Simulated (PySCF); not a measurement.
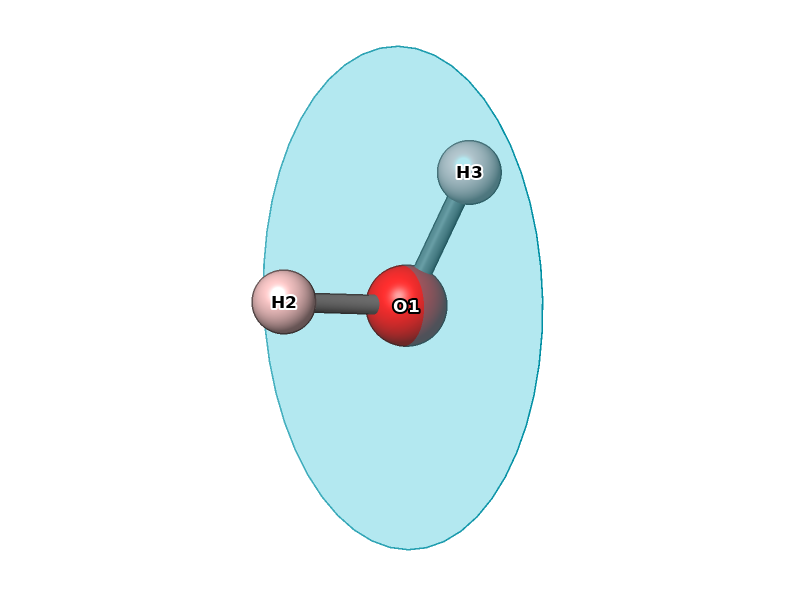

A disc through the centre of mass is drawn in. Distant atoms are faded towards the background colour. The computed structure is the end point of a PBE0-D3(BJ)/def2-SVP optimisation. No frequency run is at hand to confirm it as a minimum.

### Is the plane of the disc a mirror plane of the structure?

No. The point group is C2v, with 1 C2 axis and 2 mirror planes, and this plane isn't one of its mirror planes.
